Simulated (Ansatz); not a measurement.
**Redistribution: SiH2(SiH3)Br + C2H9NSi → SiH2(NH2)(SiH3) + C2H7BrSi**

Species: SiH2(SiH3)Br, singlet; C2H9NSi `CC[SiH2]N`, singlet; SiH2(NH2)(SiH3), singlet; C2H7BrSi `CC[SiH2]Br`, singlet. The partners trade Br for NH2; both sit on Si, so the bond types are kept.

Shapes, held fixed at every level: PBE0-D4/def2-TZVP. Flexible molecules stand in one conformer, not always the lowest. Programs: Ansatz 0.2.0. Electronic energies: no zero-point or thermal term.

| level | kind | ΔE (kJ/mol) | less CCSD(T)/def2-TZVPP | CPU time (sum over the molecules) |
| --- | --- | --- | --- | --- |
| HF/def2-TZVPP | Hartree–Fock | +0.5 | +0.6 | – |
| SPW92/def2-TZVPP | LDA | -0.5 | -0.4 | 18 s |
| PBE-D4/def2-TZVPP | GGA | -0.3 | -0.2 | 34 s |
| B3LYP-D4/def2-TZVPP | global hybrid | +0.2 | +0.3 | 64 s |
| wB97M-V/def2-TZVPP | range-separated hybrid | +0.2 | +0.3 | 2.1 min |
| B2PLYP/def2-TZVPP | double hybrid | 0.0 | +0.1 | 72 s |
| CCSD(T)/def2-TZVPP | coupled cluster or CI | -0.1 | 0.0 | 15 min |

The highest level, CCSD(T)/def2-TZVPP, gives ΔE = -0.1 kJ/mol; the levels span -0.5 to +0.5. That is about zero within the method's error. They disagree on the sign: 4 of 7 are positive. The column of differences is taken from that level and isn't an error. No measured value is set beside it here. Relativity is left out for Br. Outer-core shells of Br are correlated, in sets that cover them unevenly. Times are processor times on shared x86 and Arm servers, and rough.

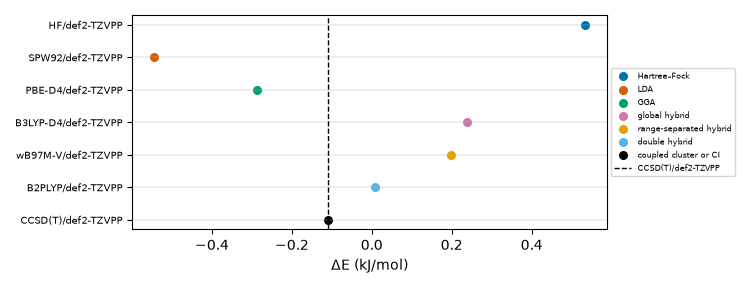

The values of the table, level by level.
